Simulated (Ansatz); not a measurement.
# Nudged elastic band of CH10AsNSi (part 1 of 2)

The run: nudged elastic band of CH10AsNSi. Method and program: RHF/def2-SVP (Ansatz 0.2.0).

It belongs to a series of runs on one base structure; here: band between the two ends. Figures and captions count atoms from 1; the log counts them from 0 in places.

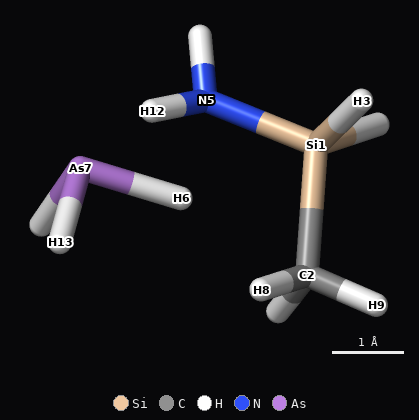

Fig. 1: The input geometry (stick view, seen at a tilt; atoms are numbered from 1 in the order of the input). Bond lengths as drawn: As–H 1.51 Å, C–H 1.09 Å, C–Si 1.88 Å, H–N 1.00 Å, H–Si 1.48 to 1.49 Å and N–Si 1.74 Å.

## The input
```yaml
crystal:
  periodic: [false, false, false]
  atoms:
    - { symbol: Si, position_ang: [-0.06961, -1.131011, -1.235976] }
    - { symbol: C, position_ang: [0.667462, -1.953882, 0.285778] }
    - { symbol: H, position_ang: [0.396415, -1.877856, -2.439441] }
    - { symbol: H, position_ang: [-1.551709, -1.204868, -1.22812] }
    - { symbol: "N", position_ang: [0.352076, 0.551986, -1.244019] }
    - { symbol: H, position_ang: [-1.707901, 1.595622, 1.382642] }
    - { symbol: As, position_ang: [-0.836384, 2.820266, 1.267943] }
    - { symbol: H, position_ang: [1.759113, -1.887807, 0.277388] }
    - { symbol: H, position_ang: [0.401904, -3.013211, 0.321187] }
    - { symbol: H, position_ang: [0.307718, -1.477581, 1.200491] }
    - { symbol: H, position_ang: [-0.145734, 1.186916, -1.839247] }
    - { symbol: H, position_ang: [1.314286, 0.827663, -1.179227] }
    - { symbol: H, position_ang: [0.391559, 2.158095, 1.840099] }
    - { symbol: H, position_ang: [-1.279096, 3.405868, 2.590602] }
basis:
  gaussian: { orbitals: def2-SVP }
hamiltonian:
  xc: hf
neb:
  order_check: false
  images: 7
  f_tol: 0.05
  max_iterations: 60
  final_atoms:
    - { symbol: Si, position_ang: [-0.27716834, 0.91834553, -1.26324956] }
    - { symbol: C, position_ang: [0.35300832, -2.76716408, 1.98250748] }
    - { symbol: H, position_ang: [0.95927194, 0.19266625, -0.89813242] }
    - { symbol: H, position_ang: [-1.41176672, -0.02782424, -1.36695876] }
    - { symbol: "N", position_ang: [-0.00258455, 1.67470692, -2.78576354] }
    - { symbol: H, position_ang: [0.59260536, -1.78308081, 2.38521022] }
    - { symbol: As, position_ang: [-0.88971769, 2.46222696, 0.46286977] }
    - { symbol: H, position_ang: [0.53586064, -3.52561103, 2.7441131] }
    - { symbol: H, position_ang: [0.9800118, -2.96554569, 1.11337997] }
    - { symbol: H, position_ang: [-0.69636326, -2.79446046, 1.68752336] }
    - { symbol: H, position_ang: [-0.73333108, 2.13280195, -3.29439029] }
    - { symbol: H, position_ang: [0.89855975, 2.03663122, -3.02882626] }
    - { symbol: H, position_ang: [0.50725065, 2.99529549, 0.67880038] }
    - { symbol: H, position_ang: [-0.8155378, 1.451212, 1.58301654] }
  initial_path:
    images:
      - { positions_ang: [[-0.06961, -1.131011, -1.235976], [0.667462, -1.953882, 0.285778], [0.396415, -1.877856, -2.439441], [-1.551709, -1.204868, -1.22812], [0.352076, 0.551986, -1.244019], [-1.707901, 1.595622, 1.382642], [-0.836384, 2.820266, 1.267943], [1.759113, -1.887807, 0.277388], [0.401904, -3.013211, 0.321187], [0.307718, -1.477581, 1.200491], [-0.145734, 1.186916, -1.839247], [1.314286, 0.827663, -1.179227], [0.391559, 2.158095, 1.840099], [-1.279096, 3.405868, 2.590602]] }
      - { positions_ang: [[-0.05110604, -0.85780154, -1.11221311], [0.52312307, -1.80842184, 0.46076246], [0.66532753, -1.45682339, -2.01875838], [-1.51035337, -1.03422646, -1.1254056], [0.25702782, 0.55386788, -1.52639655], [-1.28659284, 1.20114374, 1.28663071], [-0.68390395, 2.61274614, 1.202494], [1.53504904, -1.77206848, 0.64728757], [0.38781873, -2.79817326, 0.31094874], [0.01546069, -1.52235197, 1.25828612], [-0.32866633, 1.09460125, -2.09143692], [1.17842788, 0.86702287, -1.58759411], [0.53883159, 2.02713951, 1.84099815], [-1.24034481, 2.89354558, 2.45449691]] }
      - { positions_ang: [[-0.03260208, -0.58459208, -0.98845023], [0.37878414, -1.66296169, 0.63574692], [0.93424005, -1.03579078, -1.59807575], [-1.46899773, -0.86358493, -1.02269119], [0.16197964, 0.55574975, -1.80877411], [-0.86528469, 0.80666548, 1.19061942], [-0.5314239, 2.40522627, 1.137045], [1.31098508, -1.65632997, 1.01718714], [0.37373345, -2.58313552, 0.30071049], [-0.27679661, -1.56712295, 1.31608124], [-0.51159866, 1.0022865, -2.34362684], [1.04256975, 0.90638274, -1.99596121], [0.68610417, 1.89618401, 1.84189731], [-1.20159363, 2.38122315, 2.31839182]] }
      - { positions_ang: [[-0.01409811, -0.31138262, -0.86468734], [0.23444521, -1.51750153, 0.81073138], [1.20315258, -0.61475817, -1.17739313], [-1.4276421, -0.69294339, -0.91997679], [0.06693147, 0.55763163, -2.09115166], [-0.44397653, 0.41218722, 1.09460813], [-0.37894385, 2.19770641, 1.071596], [1.08692111, -1.54059145, 1.3870867], [0.35964818, -2.36809778, 0.29047223], [-0.56905392, -1.61189392, 1.37387637], [-0.694531, 0.90997174, -2.59581677], [0.90671163, 0.94574261, -2.40432832], [0.83337676, 1.76522852, 1.84279646], [-1.16284244, 1.86890073, 2.18228673]] }
      - { positions_ang: [[0.00440585, -0.03817316, -0.74092446], [0.09010628, -1.37204137, 0.98571584], [1.47206511, -0.19372556, -0.7567105], [-1.38628646, -0.52230186, -0.81726238], [-0.02811671, 0.5595135, -2.37352922], [-0.02266837, 0.01770896, 0.99859684], [-0.2264638, 1.99018654, 1.006147], [0.86285715, -1.42485293, 1.75698627], [0.34556291, -2.15306004, 0.28023398], [-0.86131122, -1.65666489, 1.43167149], [-0.87746333, 0.81765699, -2.84800669], [0.77085351, 0.98510248, -2.81269542], [0.98064934, 1.63427303, 1.84369561], [-1.12409125, 1.3565783, 2.04618164]] }
      - { positions_ang: [[-0.0659877, 0.20095651, -0.87150573], [0.15583179, -1.72082205, 1.23491375], [1.34386682, -0.09712761, -0.79206598], [-1.39265653, -0.39868245, -0.95468648], [-0.02173367, 0.83831186, -2.4765878], [0.13115006, -0.43248849, 1.34525019], [-0.39227727, 2.10819665, 0.87032769], [0.78110802, -1.95004246, 2.00376798], [0.50417513, -2.35618145, 0.48852048], [-0.82007423, -1.94111378, 1.49563446], [-0.84143027, 1.14644323, -2.95960259], [0.80278007, 1.24798466, -2.86672813], [0.86229967, 1.97452864, 1.5524718], [-1.04695289, 1.38023673, 1.93039037]] }
      - { positions_ang: [[-0.13638125, 0.44008618, -1.00208701], [0.2215573, -2.06960272, 1.48411166], [1.21566853, -0.00052965, -0.82742146], [-1.39902659, -0.27506305, -1.09211057], [-0.01535063, 1.11711021, -2.57964638], [0.28496849, -0.88268593, 1.69190353], [-0.55809075, 2.22620675, 0.73450839], [0.6993589, -2.47523198, 2.25054969], [0.66278735, -2.55930287, 0.69680697], [-0.77883724, -2.22556267, 1.55959742], [-0.8053972, 1.47522947, -3.07119849], [0.83470663, 1.51086685, -2.92076084], [0.74394999, 2.31478426, 1.261248], [-0.96981453, 1.40389515, 1.81459909]] }
      - { positions_ang: [[-0.20677479, 0.67921586, -1.13266829], [0.28728281, -2.4183834, 1.73330957], [1.08747024, 0.0960683, -0.86277694], [-1.40539666, -0.15144364, -1.22953466], [-0.00896759, 1.39590856, -2.68270496], [0.43878692, -1.33288337, 2.03855688], [-0.72390422, 2.34421685, 0.59868908], [0.61760977, -3.00042151, 2.49733139], [0.82139958, -2.76242428, 0.90509347], [-0.73760025, -2.51001157, 1.62356039], [-0.76936414, 1.80401571, -3.18279439], [0.86663319, 1.77374903, -2.97479355], [0.62560032, 2.65503987, 0.97002419], [-0.89267617, 1.42755358, 1.69880782]] }
      - { positions_ang: [[-0.27716834, 0.91834553, -1.26324956], [0.35300832, -2.76716408, 1.98250748], [0.95927194, 0.19266625, -0.89813242], [-1.41176672, -0.02782424, -1.36695876], [-0.00258455, 1.67470692, -2.78576354], [0.59260536, -1.78308081, 2.38521022], [-0.88971769, 2.46222696, 0.46286977], [0.53586064, -3.52561103, 2.7441131], [0.9800118, -2.96554569, 1.11337997], [-0.69636326, -2.79446046, 1.68752336], [-0.73333108, 2.13280195, -3.29439029], [0.89855975, 2.03663122, -3.02882626], [0.50725065, 2.99529549, 0.67880038], [-0.8155378, 1.451212, 1.58301654]] }
```

Run on 2 threads of Arm Neoverse V2, 24 GiB of memory available, shared host.

Command:
```bash
ansatz run input.yaml --threads 2 --pin off --max-ram 3072MiB --backend cpu --events-out ev --progress --plain --runs-dir out
```

## Log
```
Engine: ansatz 0.2.0, aarch64-unknown-linux-gnu
Functional definition: HF
  exchange = exact_x
  correlation = 0
1387 factors; integrals over basis functions are off by at most 6.5e-4 eV
mean field evaluation 1: about -71313.6976 eV, gradient 3.5e1 eV
mean field evaluation 2: about -71313.7407 eV, gradient 3.5e1 eV
mean field evaluation 4: about -71316.8791 eV, gradient 3.3e0 eV
mean field evaluation 8: about -71316.9228 eV, gradient 1.7e-1 eV
mean field -71316.92291760 eV, -2620.8485768754 hartree, gradient 2.0e-5 eV, S^2 0.000000; 0 other end points of the search recorded, 0 dependent functions left out
the calculation of the forces begins
reference -71316.92291760 eV, -2620.8485768754 hartree; 35, 35 occupied and 93, 93 virtual orbitals, 1387 factors
1376 factors; integrals over basis functions are off by at most 1.1e-3 eV
mean field evaluation 16: about -71317.0887 eV, gradient 3.3e0 eV
mean field -71317.13423239 eV, -2620.8563425505 hartree, gradient 2.2e-5 eV, S^2 0.000000; 0 other end points of the search recorded, 0 dependent functions left out
[... from here on the field's lines of each further geometry are left out, up to the last ...]
NEB iter   1: max|band force component| = 1.738e1 eV/Å  barrier→ = 7.6269 eV  barrier← = 7.8382 eV  Δτ_max = 0.2000 Å  (300 SCF iters)
NEB iter   2: max|band force component| = 7.958e0 eV/Å  barrier→ = 3.6244 eV  barrier← = 3.8357 eV  Δτ_max = 0.2000 Å  (216 SCF iters)
NEB iter   3: max|band force component| = 3.802e0 eV/Å  barrier→ = 2.7378 eV  barrier← = 2.9491 eV  Δτ_max = 0.1988 Å  (214 SCF iters)
NEB iter   4: max|band force component| = 1.603e0 eV/Å  barrier→ = 3.0186 eV  barrier← = 3.2299 eV  Δτ_max = 0.1981 Å  (212 SCF iters)
NEB iter   5: max|band force component| = 6.912e-1 eV/Å  barrier→ = 2.8895 eV  barrier← = 3.1008 eV  Δτ_max = 0.1975 Å  (211 SCF iters)
NEB iter   6: max|band force component| = 8.168e-1 eV/Å  barrier→ = 3.0586 eV  barrier← = 3.2699 eV  Δτ_max = 0.1000 Å  (212 SCF iters)
NEB iter   7: max|band force component| = 6.832e-1 eV/Å  barrier→ = 3.0378 eV  barrier← = 3.2492 eV  Δτ_max = 0.1003 Å  (211 SCF iters)
NEB iter   8: max|band force component| = 7.602e-1 eV/Å  barrier→ = 3.2710 eV  barrier← = 3.4823 eV  Δτ_max = 0.0504 Å  (217 SCF iters)
NEB iter   9: max|band force component| = 5.833e-1 eV/Å  barrier→ = 3.3206 eV  barrier← = 3.5319 eV  Δτ_max = 0.0502 Å  (221 SCF iters)
NEB iter  10: max|band force component| = 1.051e0 eV/Å  barrier→ = 3.3375 eV  barrier← = 3.5488 eV  CI = image 4  Δτ_max = 0.0996 Å  (221 SCF iters)
NEB iter  11: max|band force component| = 7.952e-1 eV/Å  barrier→ = 3.1465 eV  barrier← = 3.3579 eV  CI = image 4  Δτ_max = 0.2000 Å  (213 SCF iters)
NEB iter  12: max|band force component| = 9.858e-1 eV/Å  barrier→ = 2.5598 eV  barrier← = 2.7712 eV  CI = image 4  Δτ_max = 0.1004 Å  (213 SCF iters)
NEB iter  13: max|band force component| = 1.051e0 eV/Å  barrier→ = 2.2743 eV  barrier← = 2.4857 eV  CI = image 4  Δτ_max = 0.2000 Å  (221 SCF iters)
NEB iter  14: max|band force component| = 2.376e0 eV/Å  barrier→ = 2.5940 eV  barrier← = 2.8053 eV  CI = image 4  Δτ_max = 0.1949 Å  (211 SCF iters)
NEB iter  15: max|band force component| = 2.533e0 eV/Å  barrier→ = 3.5099 eV  barrier← = 3.7212 eV  CI = image 4  Δτ_max = 0.2000 Å  (213 SCF iters)
NEB iter  16: max|band force component| = 1.594e0 eV/Å  barrier→ = 4.5821 eV  barrier← = 4.7934 eV  CI = image 4  Δτ_max = 0.0996 Å  (215 SCF iters)
NEB iter  17: max|band force component| = 1.276e0 eV/Å  barrier→ = 4.3495 eV  barrier← = 4.5608 eV  CI = image 4  Δτ_max = 0.1829 Å  (205 SCF iters)
NEB iter  18: max|band force component| = 4.628e-1 eV/Å  barrier→ = 4.1449 eV  barrier← = 4.3562 eV  CI = image 4  Δτ_max = 0.0839 Å  (202 SCF iters)
NEB iter  19: max|band force component| = 3.071e-1 eV/Å  barrier→ = 4.1202 eV  barrier← = 4.3315 eV  CI = image 4  Δτ_max = 0.1112 Å  (206 SCF iters)
NEB iter  20: max|band force component| = 3.948e-1 eV/Å  barrier→ = 4.0973 eV  barrier← = 4.3086 eV  CI = image 4  Δτ_max = 0.0565 Å  (203 SCF iters)
NEB iter  21: max|band force component| = 4.250e-1 eV/Å  barrier→ = 4.0767 eV  barrier← = 4.2880 eV  CI = image 4  Δτ_max = 0.1131 Å  (209 SCF iters)
NEB iter  22: max|band force component| = 3.203e-1 eV/Å  barrier→ = 4.0427 eV  barrier← = 4.2540 eV  CI = image 4  Δτ_max = 0.2000 Å  (205 SCF iters)
NEB iter  23: max|band force component| = 2.935e-1 eV/Å  barrier→ = 3.9751 eV  barrier← = 4.1864 eV  CI = image 4  Δτ_max = 0.2000 Å  (207 SCF iters)
NEB iter  24: max|band force component| = 3.849e-1 eV/Å  barrier→ = 3.9142 eV  barrier← = 4.1256 eV  CI = image 4  Δτ_max = 0.1004 Å  (206 SCF iters)
NEB iter  25: max|band force component| = 4.037e-1 eV/Å  barrier→ = 3.8804 eV  barrier← = 4.0917 eV  CI = image 4  Δτ_max = 0.0501 Å  (201 SCF iters)
NEB iter  26: max|band force component| = 3.675e-1 eV/Å  barrier→ = 3.8626 eV  barrier← = 4.0739 eV  CI = image 4  Δτ_max = 0.0501 Å  (202 SCF iters)
NEB iter  27: max|band force component| = 3.703e-1 eV/Å  barrier→ = 3.8445 eV  barrier← = 4.0558 eV  CI = image 4  Δτ_max = 0.1003 Å  (211 SCF iters)
NEB iter  28: max|band force component| = 3.836e-1 eV/Å  barrier→ = 3.8070 eV  barrier← = 4.0183 eV  CI = image 4  Δτ_max = 0.2000 Å  (212 SCF iters)
NEB iter  29: max|band force component| = 4.459e-1 eV/Å  barrier→ = 3.7382 eV  barrier← = 3.9495 eV  CI = image 4  Δτ_max = 0.2000 Å  (211 SCF iters)
NEB iter  30: max|band force component| = 5.250e-1 eV/Å  barrier→ = 3.6877 eV  barrier← = 3.8990 eV  CI = image 4  Δτ_max = 0.1005 Å  (209 SCF iters)
NEB iter  31: max|band force component| = 4.773e-1 eV/Å  barrier→ = 3.6724 eV  barrier← = 3.8837 eV  CI = image 4  Δτ_max = 0.2000 Å  (213 SCF iters)
NEB iter  32: max|band force component| = 4.824e-1 eV/Å  barrier→ = 3.6643 eV  barrier← = 3.8756 eV  CI = image 4  Δτ_max = 0.1003 Å  (206 SCF iters)
NEB iter  33: max|band force component| = 3.157e-1 eV/Å  barrier→ = 3.6422 eV  barrier← = 3.8535 eV  CI = image 4  Δτ_max = 0.0997 Å  (214 SCF iters)
NEB iter  34: max|band force component| = 3.397e-1 eV/Å  barrier→ = 3.6369 eV  barrier← = 3.8482 eV  CI = image 4  Δτ_max = 0.0502 Å  (214 SCF iters)
NEB iter  35: max|band force component| = 2.015e-1 eV/Å  barrier→ = 3.6310 eV  barrier← = 3.8423 eV  CI = image 4  Δτ_max = 0.0500 Å  (218 SCF iters)
NEB iter  36: max|band force component| = 1.184e-1 eV/Å  barrier→ = 3.6274 eV  barrier← = 3.8387 eV  CI = image 4  Δτ_max = 0.0502 Å  (214 SCF iters)
NEB iter  37: max|band force component| = 1.333e-1 eV/Å  barrier→ = 3.6246 eV  barrier← = 3.8359 eV  CI = image 4  Δτ_max = 0.0250 Å  (217 SCF iters)
NEB iter  38: max|band force component| = 9.543e-2 eV/Å  barrier→ = 3.6230 eV  barrier← = 3.8343 eV  CI = image 4  Δτ_max = 0.0250 Å  (220 SCF iters)
NEB iter  39: max|band force component| = 1.339e-1 eV/Å  barrier→ = 3.6216 eV  barrier← = 3.8329 eV  CI = image 4  Δτ_max = 0.0125 Å  (214 SCF iters)
NEB iter  40: max|band force component| = 8.326e-2 eV/Å  barrier→ = 3.6210 eV  barrier← = 3.8323 eV  CI = image 4  Δτ_max = 0.0252 Å  (176 SCF iters)
NEB iter  41: max|band force component| = 1.054e-1 eV/Å  barrier→ = 3.6197 eV  barrier← = 3.8310 eV  CI = image 4  Δτ_max = 0.0125 Å  (212 SCF iters)
NEB iter  42: max|band force component| = 6.456e-2 eV/Å  barrier→ = 3.6190 eV  barrier← = 3.8303 eV  CI = image 4  Δτ_max = 0.0250 Å  (182 SCF iters)
NEB iter  43: max|band force component| = 1.690e-1 eV/Å  barrier→ = 3.6178 eV  barrier← = 3.8291 eV  CI = image 4  Δτ_max = 0.0125 Å  (200 SCF iters)
```
